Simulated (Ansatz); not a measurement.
## How Al(100) screens a field

Where does the screening charge of Al(100) sit?

Method: plane-wave DFT, r2SCAN, Ansatz PAW, in Ansatz 0.2.0.

### Step 1. The structure

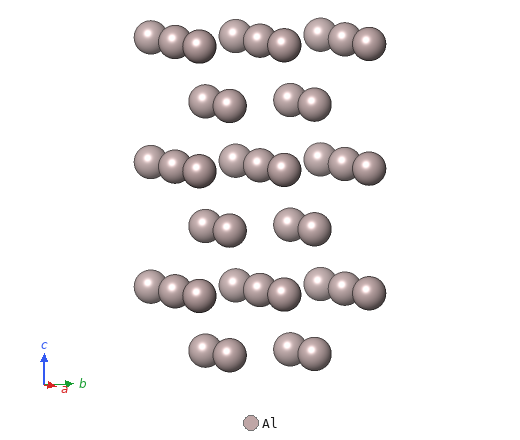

The cell as given, from the side, with the c axis up (aluminium light grey). 2×2×1 cells are drawn. Some periodic images of atoms are drawn too.

The cell holds 6 atoms: 6 Al. Its edges and angles: a = 2.864 Å, b = 2.864 Å, c = 28.125 Å, α = 90.0°, β = 90.0°, γ = 90.0°. Vacuum lies along c.

### Step 2. Atoms held, field 0

A sawtooth potential applies the field, turning back in the middle of the vacuum. With the dipole correction the typed value is the field outside the slab. The induced dipole is small, so the SCF threshold is tight.

The input, input.yaml:

```yaml
crystal:
  lattice:
    - [2.8637824638, 0.0, 0.0]
    - [0.0, 2.8637824638, 0.0]
    - [0.0, 0.0, 28.125]
  atoms:
    - { symbol: Al, position: [0.5, 0.5, 0.32] }
    - { symbol: Al, position: [0.0, 0.0, 0.392] }
    - { symbol: Al, position: [0.5, 0.5, 0.464] }
    - { symbol: Al, position: [0.0, 0.0, 0.536] }
    - { symbol: Al, position: [0.5, 0.5, 0.608] }
    - { symbol: Al, position: [0.0, 0.0, 0.68] }
kpoints:
  mp_grid: { grid: [18, 18, 1] }
hamiltonian:
  xc: r2scan
scf:
  occupations: { method: fermi_dirac, width: 0.1 }
  convergence: { dr2_threshold: 1.0e-10 }
efield:
  axis: 3
  dipole_correction: true
  ramp_position: 0.97
  ramp_width: 0.06
  amplitude: 0
output:
  forces: true
  write_potential: true
  write_density: true
  volumetric_format: npy
```

Started as:

```sh
> ansatz run input.yaml --threads 2 --pin off --max-ram 3072MiB --backend cpu --events-out ev --progress --plain --runs-dir out
```

Numbers of over 12 decimals in the logs are rounded to 6 here.

Output:

```text
Engine: ansatz 0.2.0, x86_64-unknown-linux-gnu
Pseudopotentials: kind: paw
Pseudopotential: Al, paw, valence charge 3, recommended cutoff 500 eV (meta_gga), Al.paw.azcp
Functional definition: r2SCAN
  parameter k0 = 0.174
  parameter k1 = 0.065
  parameter a1 = 4.9479
  exchange = r2scan_x(k0 = k0, k1 = k1, a1 = a1)
  correlation = r2scan_c
Crystal: 6 atoms, lattice volume = 230.660 Å³
Basis set: ecut = 500 eV, 5911 PW (Γ), exchange–correlation on 96×96×864 points (64 copies of the dense FFT grid, shifted against one another)
Bands: 15, of which v1, the nominal top of the filled ones, is band 9 counted from 1 (8 counted from 0)
Symmetry: 8 space group operations
k-points: 55 of 324
Non-local potential: Al, projectors of the file, l = 0: 2, l = 1: 2, l = 2: 1
PAW form: soft (Blöchl's): semilocal exchange-correlation on the pseudo side does not see the compensation charge
PAW frozen core: Al, regenerated for the run's functional (the file was generated under x = pbe(κ = 0.804, μ = 0.219515), c = pbe(β = 0.066725))
PAW one-centre angular grid: Al, 302 points (default); XC on 160 Gauss nodes
Initial density: superposition of atomic densities (neutral atoms: chi_scale 0, normalization atom), corrected by the library's trained network
Initial wavefunctions: pseudopotential atomic-orbital guess
Functional: x = r2scan, c = r2scan; τ floored in thin density (d = 2e-4 eV/Å³)
SCF iter   1: F=—  HF=-3241.317757 eV  |F-HF|=—  |Δ(HF+E_count)|=         —  Δρ=2.42e-3  dr2=5.74e-2  dr2_τ=2.13e-2  ethr=1.77e-3  p=0.000 e·Å  D=2.66e-14 V/Å  ΔV_dip=-0.00 eV  dr2_dipole=1.29e-8  V_vac-E_F(+/−)=4.09/4.09 eV  ⟨swp⟩=8.6  Hψ=6396  notcnv=0
efield: sawtooth ramp at fractional position 0.9700 (set: `efield.ramp_position`, or a place that a band, a saddle search or an elastic batch's reference lends), width 0.0600; the density the first Hamiltonian is built on has a dipole p = 0.000 e·Å; the dipole correction subtracts the counter field D = 2.66e-14 V/Å, which shifts the + side's vacuum level by -0.00 eV against the − side's; the planar-averaged density in the ramp window peaks in size at 9.4e-6 e/Å³
preconditioner: auto → LDOS  [metal: Δε(μ)=0.066 eV  Ē_g=6.898 eV  σ=0.100 eV  W_gap=0.16  n_scr=14 (ndim 8)  ℏωp=10.4 eV  f_vac=0.469  D(μ)=2.27/eV (n_scr^D=10)  β→1.0]
SCF iter   2: F=—  HF=-3241.357526 eV  |F-HF|=—  |Δ(HF+E_count)|=   3.98e-2  Δρ=7.59e-4  dr2=2.48e-3  dr2_τ=1.50e-5  ethr=3.19e-4  p=-0.000 e·Å  D=-2.80e-6 V/Å  ΔV_dip=0.00 eV  dr2_dipole=8.62e-9  V_vac-E_F(+/−)=4.36/4.36 eV  ⟨swp⟩=3.1  Hψ=2040  notcnv=0  defer=14
SCF iter   3: F=—  HF=-3241.357771 eV  |F-HF|=—  |Δ(HF+E_count)|=   2.45e-4  Δρ=1.74e-4  dr2=1.64e-4  dr2_τ=7.46e-7  ethr=1.38e-5  p=-0.000 e·Å  D=-7.47e-6 V/Å  ΔV_dip=0.00 eV  dr2_dipole=4.52e-10  V_vac-E_F(+/−)=4.34/4.34 eV  ⟨swp⟩=2.7  Hψ=1341  notcnv=0  defer=14
SCF iter   4: F=—  HF=-3241.357822 eV  |F-HF|=—  |Δ(HF+E_count)|=   5.04e-5  Δρ=3.58e-5  dr2=5.07e-6  dr2_τ=2.67e-8  ethr=9.08e-7  p=0.000 e·Å  D=1.71e-6 V/Å  ΔV_dip=-0.00 eV  dr2_dipole=3.13e-10  V_vac-E_F(+/−)=4.34/4.34 eV  ⟨swp⟩=2.2  Hψ=1346  notcnv=0  defer=14
SCF iter   5: F=—  HF=-3241.357825 eV  |F-HF|=—  |Δ(HF+E_count)|=   3.60e-6  Δρ=1.06e-5  dr2=5.41e-7  dr2_τ=2.24e-9  ethr=2.82e-8  p=-0.000 e·Å  D=-1.01e-6 V/Å  ΔV_dip=0.00 eV  dr2_dipole=5.14e-11  V_vac-E_F(+/−)=4.35/4.35 eV  ⟨swp⟩=2.6  Hψ=1516  notcnv=0  defer=14
SCF iter   6: F=—  HF=-3241.357838 eV  |F-HF|=—  |Δ(HF+E_count)|=   1.31e-5  Δρ=2.64e-6  dr2=1.89e-8  dr2_τ=5.49e-11  ethr=3.00e-9  p=-0.000 e·Å  D=-1.93e-8 V/Å  ΔV_dip=0.00 eV  dr2_dipole=6.50e-14  V_vac-E_F(+/−)=4.35/4.35 eV  ⟨swp⟩=2.3  Hψ=1345  notcnv=0  defer=14
SCF iter   7: F=—  HF=-3241.357838 eV  |F-HF|=—  |Δ(HF+E_count)|=   3.05e-8  Δρ=6.15e-7  dr2=2.44e-9  dr2_τ=6.10e-12  ethr=1.05e-10  p=-0.000 e·Å  D=-2.09e-8 V/Å  ΔV_dip=0.00 eV  dr2_dipole=4.69e-16  V_vac-E_F(+/−)=4.35/4.35 eV  ⟨swp⟩=2.3  Hψ=1491  notcnv=0  defer=14
iter 8 met the thresholds in force, and the SCF goes on: an eigenvalue changes by 1.28 meV, over its tolerance of 1.03 meV (output.eigenvalues, Limitations)
SCF iter   8: F=-3241.357838 eV  HF=-3241.357838 eV  |F-HF|=1.47e-10  |Δ(HF+E_count)|=   1.09e-9  Δρ=1.84e-7  dr2=9.52e-11  dr2_τ=3.94e-13  ethr=1.00e-12  p=0.000 e·Å  D=7.98e-9 V/Å  ΔV_dip=-0.00 eV  dr2_dipole=8.78e-15  V_vac-E_F(+/−)=4.35/4.35 eV  ⟨swp⟩=9.9  Hψ=6297  notcnv=0
SCF iter   9: F=-3241.357838 eV  HF=-3241.357838 eV  |F-HF|=2.00e-11  |Δ(HF+E_count)|=  1.82e-10  Δρ=3.81e-8  dr2=3.58e-12  dr2_τ=9.00e-15  ethr=1.00e-12  p=-0.000 e·Å  D=-1.28e-9 V/Å  ΔV_dip=0.00 eV  dr2_dipole=1.50e-15  V_vac-E_F(+/−)=4.35/4.35 eV  ⟨swp⟩=5.7  Hψ=4541  notcnv=0
SCF 1 converged in 9 iterations: F = -3241.357838 eV  dr2 = 3.58e-12
  greatest PAW one-centre occupation: 0.471 electrons in one spin orbital (limit 2), on the Al atom at site 0 (counted from 0), in its partial waves of l = 0
WARN: The output density's exchange-correlation potential varies sharply where the density is thin. Do not read a vacuum level from v_tot or v_xc, or from such a field of the output density. On a cell that repeats whose density bears no net charge and no dipole along the vacuum's axis use v_es (v_loc + v_h of the components); under efield.dipole_correction with no amplitude use v_es + v_field, which holds any externa [...]
SCF converged after 9 iterations
an eigenvalue changed by more than its tolerance at an iteration that met the thresholds in force, so the SCF went on 1 time: the last check found none over its tolerance
Free energy (F): -3241.357838 eV
Harris-Foulkes:  -3241.357838 eV  (|F-HF|=2.00e-11)
Internal energy: -3241.282741 eV  (E = F + TS)
E sigma→0 (E₀):  -3241.320290 eV
Entropy (-TS):   -0.075098 eV (-12.516 meV/atom)
Fermi energy:    0.992288 eV
Dipole field:    D = 0.000000 V/Å  (p = 0.000000 e·Å, saw-weighted, corrected)
Work function:   Φ+ = 4.3453 eV   Φ− = 4.3453 eV
Levels:          The Fermi level and band energies are counted from a zero that moves with the ramp; work functions are not
--- Per-component energies (eV) ---
  E_band       = -62.165952
  E_kinetic    = 132.279656
  E_local      = -5338.080929  (includes V_loc(G=0)·N_el)
  E_nonlocal   = 58.055045
  E_hartree    = 2640.144395
  E_xc         = -216.688683
  E_vxc        = -181.950846  (∫ρ·V_xc dr)
  E_paw        = -2838.172865  (= ΣΔE_a)
  E_vpaw       = -20.023260  (= ΣTr[D̂ρ^β])
  E_aug_tail   = -0.000004  (compensation charges beyond the density's cutoff)
  E_vtau       = 7.265619  (kinetic-family band-sum trace: ∫τ·v_τ [+ j·A + Jᵃ·Aᵃ] dr)
  E_efield     = 0.000000  (sawtooth field / dipole correction)
  E_vefield    = 0.000000  (∫n·V_field dr)
  E_ewald      = 2321.541293
  E_core_change = -0.360648  (= ΣΔE_core)
  E_smearing   = -0.075098  (= −TS)
  E_closure    = -0.000000  (closes the sum)
  Σ components = -3241.357838   (vs F -3241.357838, Δ=0.00e0)
--- Forces (eV/Å), atoms counted from 1 ---
  atom   1  Al    -0.00000000     0.00000000     0.09974423
  atom   2  Al     0.00000000     0.00000000     0.06252053
  atom   3  Al    -0.00000000     0.00000000     0.02754741
  atom   4  Al     0.00000000     0.00000000    -0.02754741
  atom   5  Al     0.00000000     0.00000000    -0.06252055
  atom   6  Al    -0.00000000     0.00000000    -0.09974422
  max |Σ_I F_I| component: 4.13e-9 eV/Å
--- Band table (eV; the first three rows and the last of 55) ---
  k-point 0: bands = [... 5 lower, -2.9458, -1.3700, 1.6716, 3.8709, 5.1831, 5.4318, 6.4603, 6.5755, ... 2 higher]
  k-point 1: bands = [... 5 lower, -2.8886, -1.3147, 1.7241, 3.9208, 5.2335, 5.4264, 5.4841, 6.0536, ... 2 higher]
  k-point 2: bands = [... 5 lower, -2.7172, -1.1491, 1.8720, 3.8343, 3.9969, 4.5341, 5.3755, 5.5333, ... 2 higher]
  k-point 54: bands = [... 5 lower, -0.4233, -0.2241, -0.2241, 0.2180, 0.2180, 1.2315, 1.2315, 1.4510, ... 2 higher]
```

Wall time 16 s (2 threads of Intel Xeon 6975P-C (Granite Rapids), shared host); peak memory 0.99 GiB; 31 s of CPU time.

In the SCF lines HF is the Harris–Foulkes energy and dr2 the Hartree energy of the density residual, in eV; the loop may stop once dr2 is under the threshold and the program's other checks hold. Hψ counts applications of the Hamiltonian.

Numbers from this step:

| Quantity | Value |
| --- | --- |
| energy at zero smearing | -3241.3203 eV |
| work function, upper face | 4.345 eV |
| dipole along the normal | 6.02e-8 e·Å |

Running mean over 2.025 Å of the planar mean; the ramp of the sawtooth is left out. Electron's electrostatic potential energy less the Fermi level against z:

```csv
z (Å),electron's electrostatic potential energy less the Fermi level (eV)
4,4.35
6,4.28
8,-0.492
10,-4.60
12,-4.63
14,-4.60
16,-4.63
18,-4.62
20,-1.10
22,4.26
24,4.34
```

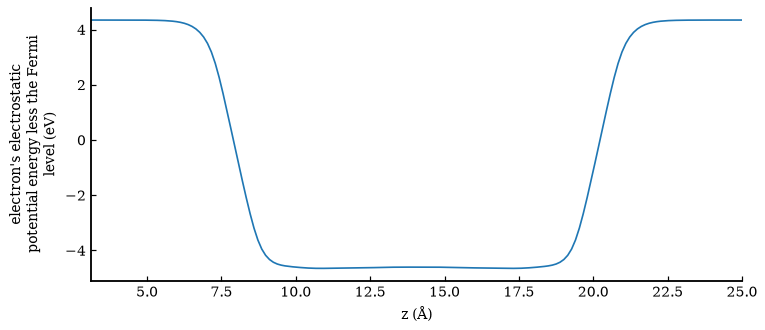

Electron's electrostatic potential energy less the Fermi level against z.

Force by atom:

```csv
atom,x (eV/Å),y (eV/Å),z (eV/Å),size
Al1,0.0000,0.0000,0.0997,0.0997
Al2,0.0000,0.0000,0.0625,0.0625
Al3,0.0000,0.0000,0.0275,0.0275
Al4,0.0000,0.0000,-0.0275,0.0275
Al5,0.0000,0.0000,-0.0625,0.0625
Al6,0.0000,0.0000,-0.0997,0.0997
```

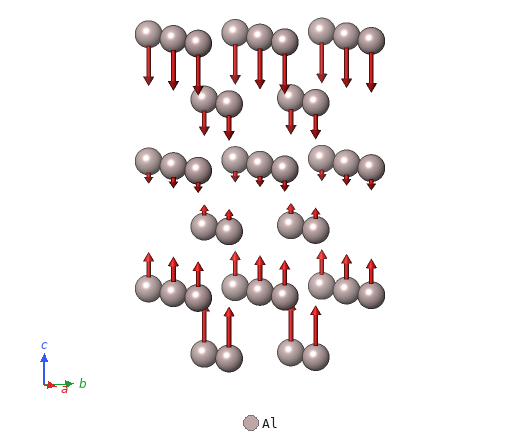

Force as arrows, the longest 0.0997 eV/Å. 2×2×1 cells are drawn. Some periodic images of atoms are drawn too.

The work function of the upper face is 4.35 eV.

### Step 3. Atoms held, field 0.05 V/Å

input.yaml: that of step 2 with these lines changed.

```diff
@@ -24,3 +24,3 @@
   ramp_width: 0.06
-  amplitude: 0
+  amplitude: 0.05
 output:
```

Output:

```text
[...]
Crystal: 6 atoms, lattice volume = 230.660 Å³
Basis set: ecut = 500 eV, 5911 PW (Γ), exchange–correlation on 96×96×864 points (64 copies of the dense FFT grid, shifted against one another)
Bands: 15, of which v1, the nominal top of the filled ones, is band 9 counted from 1 (8 counted from 0)
Symmetry: 8 space group operations
k-points: 55 of 324
[...]
k-point 0: bands = [... 5 lower, -2.9459, -1.3701, 1.6713, 3.8690, 5.1439, 5.4469, 6.4426, 6.6043, ... 2 higher]
  k-point 1: bands = [... 5 lower, -2.8887, -1.3149, 1.7239, 3.9190, 5.1954, 5.4225, 5.5021, 6.0526, ... 2 higher]
  k-point 2: bands = [... 5 lower, -2.7174, -1.1492, 1.8718, 3.8341, 3.9957, 4.5330, 5.3496, 5.5145, ... 2 higher]
  k-point 54: bands = [... 5 lower, -0.4234, -0.2242, -0.2242, 0.2178, 0.2180, 1.2314, 1.2314, 1.4506, ... 2 higher]
[key lines of the parts left out:]
SCF converged after 9 iterations
Free energy (F): -3241.358598 eV
Fermi energy:    0.992168 eV
Dipole field:    D = 0.023840 V/Å  (p = 0.030389 e·Å, saw-weighted, corrected)
```

Run time: 13 s. Hardware: 2 threads; peak memory 0.99 GiB.

The dipole is 0.0304 e·Å.

### Step 4. Atoms held, field -0.05 V/Å

input.yaml: that of step 3 with these lines changed.

```diff
@@ -24,3 +24,3 @@
   ramp_width: 0.06
-  amplitude: 0.05
+  amplitude: -0.05
 output:
```

Output:

```text
[...]
Crystal: 6 atoms, lattice volume = 230.660 Å³
Basis set: ecut = 500 eV, 5911 PW (Γ), exchange–correlation on 96×96×864 points (64 copies of the dense FFT grid, shifted against one another)
Bands: 15, of which v1, the nominal top of the filled ones, is band 9 counted from 1 (8 counted from 0)
Symmetry: 8 space group operations
k-points: 55 of 324
[...]
k-point 0: bands = [... 5 lower, -2.9459, -1.3701, 1.6713, 3.8690, 5.1439, 5.4469, 6.4426, 6.6043, ... 2 higher]
  k-point 1: bands = [... 5 lower, -2.8887, -1.3149, 1.7239, 3.9190, 5.1954, 5.4225, 5.5021, 6.0526, ... 2 higher]
  k-point 2: bands = [... 5 lower, -2.7174, -1.1492, 1.8718, 3.8341, 3.9957, 4.5330, 5.3496, 5.5144, ... 2 higher]
  k-point 54: bands = [... 5 lower, -0.4234, -0.2242, -0.2242, 0.2178, 0.2180, 1.2314, 1.2314, 1.4506, ... 2 higher]
[key lines of the parts left out:]
SCF converged after 9 iterations
Free energy (F): -3241.358598 eV
Fermi energy:    0.992168 eV
Dipole field:    D = -0.023840 V/Å  (p = -0.030389 e·Å, saw-weighted, corrected)
```

Elapsed: 13 s, on 2 threads; peak memory 0.99 GiB.

The dipole is -0.0304 e·Å.

### Step 5. Atoms held, field 0.1 V/Å

input.yaml: that of step 4 with these lines changed.

```diff
@@ -24,3 +24,3 @@
   ramp_width: 0.06
-  amplitude: -0.05
+  amplitude: 0.1
 output:
```

Output:

```text
[...]
Crystal: 6 atoms, lattice volume = 230.660 Å³
Basis set: ecut = 500 eV, 5911 PW (Γ), exchange–correlation on 96×96×864 points (64 copies of the dense FFT grid, shifted against one another)
Bands: 15, of which v1, the nominal top of the filled ones, is band 9 counted from 1 (8 counted from 0)
Symmetry: 8 space group operations
k-points: 55 of 324
[...]
k-point 0: bands = [... 5 lower, -2.9463, -1.3705, 1.6706, 3.8632, 5.0487, 5.4700, 6.4128, 6.6647, ... 2 higher]
  k-point 1: bands = [... 5 lower, -2.8891, -1.3152, 1.7232, 3.9132, 5.1015, 5.4186, 5.5282, 6.0499, ... 2 higher]
  k-point 2: bands = [... 5 lower, -2.7177, -1.1495, 1.8711, 3.8335, 3.9920, 4.5293, 5.2712, 5.4923, ... 2 higher]
  k-point 54: bands = [... 5 lower, -0.4237, -0.2245, -0.2245, 0.2174, 0.2177, 1.2310, 1.2310, 1.4500, ... 2 higher]
[key lines of the parts left out:]
SCF converged after 9 iterations
Free energy (F): -3241.360878 eV
Fermi energy:    0.991802 eV
Dipole field:    D = 0.047678 V/Å  (p = 0.060776 e·Å, saw-weighted, corrected)
```

The job ended after 14 s (2 threads; peak memory 0.98 GiB).

The dipole is 0.0608 e·Å.

### Step 6. Atoms held, field -0.1 V/Å

input.yaml: that of step 5 with these lines changed.

```diff
@@ -24,3 +24,3 @@
   ramp_width: 0.06
-  amplitude: 0.1
+  amplitude: -0.1
 output:
```

Output:

```text
[...]
Crystal: 6 atoms, lattice volume = 230.660 Å³
Basis set: ecut = 500 eV, 5911 PW (Γ), exchange–correlation on 96×96×864 points (64 copies of the dense FFT grid, shifted against one another)
Bands: 15, of which v1, the nominal top of the filled ones, is band 9 counted from 1 (8 counted from 0)
Symmetry: 8 space group operations
k-points: 55 of 324
[...]
k-point 0: bands = [... 5 lower, -2.9463, -1.3705, 1.6706, 3.8632, 5.0487, 5.4700, 6.4128, 6.6647, ... 2 higher]
  k-point 1: bands = [... 5 lower, -2.8891, -1.3152, 1.7232, 3.9132, 5.1015, 5.4186, 5.5282, 6.0499, ... 2 higher]
  k-point 2: bands = [... 5 lower, -2.7177, -1.1495, 1.8711, 3.8335, 3.9920, 4.5293, 5.2712, 5.4923, ... 2 higher]
  k-point 54: bands = [... 5 lower, -0.4237, -0.2245, -0.2245, 0.2174, 0.2177, 1.2310, 1.2310, 1.4500, ... 2 higher]
[key lines of the parts left out:]
SCF converged after 9 iterations
Free energy (F): -3241.360878 eV
Fermi energy:    0.991802 eV
Dipole field:    D = -0.047678 V/Å  (p = -0.060776 e·Å, saw-weighted, corrected)
```

The job ended after 13 s (2 threads; peak memory 0.99 GiB).

The dipole is -0.0608 e·Å.

### Step 7. Single point, field 0.2 V/Å

input.yaml: that of step 6 with these lines changed.

```diff
@@ -24,3 +24,3 @@
   ramp_width: 0.06
-  amplitude: -0.1
+  amplitude: 0.2
 output:
```

Output:

```text
[...]
Crystal: 6 atoms, lattice volume = 230.660 Å³
Basis set: ecut = 500 eV, 5911 PW (Γ), exchange–correlation on 96×96×864 points (64 copies of the dense FFT grid, shifted against one another)
Bands: 15, of which v1, the nominal top of the filled ones, is band 9 counted from 1 (8 counted from 0)
Symmetry: 8 space group operations
k-points: 55 of 324
[...]
k-point 0: bands = [... 5 lower, -2.9478, -1.3719, 1.6678, 3.8375, 4.7794, 5.4700, 6.3702, 6.6879, ... 2 higher]
  k-point 1: bands = [... 5 lower, -2.8906, -1.3166, 1.7203, 3.8880, 4.8330, 5.4133, 5.5318, 6.0450, ... 2 higher]
  k-point 2: bands = [... 5 lower, -2.7193, -1.1510, 1.8683, 3.8311, 3.9755, 4.5116, 5.0185, 5.4741, ... 2 higher]
  k-point 54: bands = [... 5 lower, -0.4251, -0.2260, -0.2260, 0.2157, 0.2163, 1.2296, 1.2296, 1.4480, ... 2 higher]
[key lines of the parts left out:]
SCF converged after 10 iterations
Free energy (F): -3241.369995 eV
Fermi energy:    0.990337 eV
Dipole field:    D = 0.095378 V/Å  (p = 0.121579 e·Å, saw-weighted, corrected)
```

It took 14 s on 2 threads; peak memory 0.99 GiB; 28 s of CPU time.

The dipole is 0.122 e·Å.

### Step 8. Atoms held, field -0.2 V/Å

input.yaml: that of step 7 with these lines changed.

```diff
@@ -24,3 +24,3 @@
   ramp_width: 0.06
-  amplitude: 0.2
+  amplitude: -0.2
 output:
```

Output:

```text
[...]
Crystal: 6 atoms, lattice volume = 230.660 Å³
Basis set: ecut = 500 eV, 5911 PW (Γ), exchange–correlation on 96×96×864 points (64 copies of the dense FFT grid, shifted against one another)
Bands: 15, of which v1, the nominal top of the filled ones, is band 9 counted from 1 (8 counted from 0)
Symmetry: 8 space group operations
k-points: 55 of 324
[...]
k-point 0: bands = [... 5 lower, -2.9478, -1.3719, 1.6678, 3.8375, 4.7794, 5.4700, 6.3702, 6.6879, ... 2 higher]
  k-point 1: bands = [... 5 lower, -2.8906, -1.3166, 1.7203, 3.8880, 4.8330, 5.4133, 5.5318, 6.0450, ... 2 higher]
  k-point 2: bands = [... 5 lower, -2.7193, -1.1510, 1.8683, 3.8311, 3.9755, 4.5116, 5.0185, 5.4741, ... 2 higher]
  k-point 54: bands = [... 5 lower, -0.4251, -0.2260, -0.2260, 0.2157, 0.2163, 1.2296, 1.2296, 1.4480, ... 2 higher]
[key lines of the parts left out:]
SCF converged after 10 iterations
Free energy (F): -3241.369995 eV
Fermi energy:    0.990337 eV
Dipole field:    D = -0.095378 V/Å  (p = -0.121579 e·Å, saw-weighted, corrected)
```

Run time: 14 s. Hardware: 2 threads; peak memory 0.96 GiB.

The dipole is -0.122 e·Å.

(Part 1 of 2 ends here.)

[Logs are printed without paths, hosts, clocks, repeated set-up lines and the standing remarks that a program may print on its own settings, such as how far it seeks lower states.]

[Hosts, paths, dates, database ids (printed as entryN), source tags and the programs' standing remarks are cut or masked in the printed files.]

[Maps of the electrostatic potential energy from Ansatz leave out the sawtooth potential of an applied field or a dipole correction, so their vacuum need not be flat; planar profiles and work functions include it.]
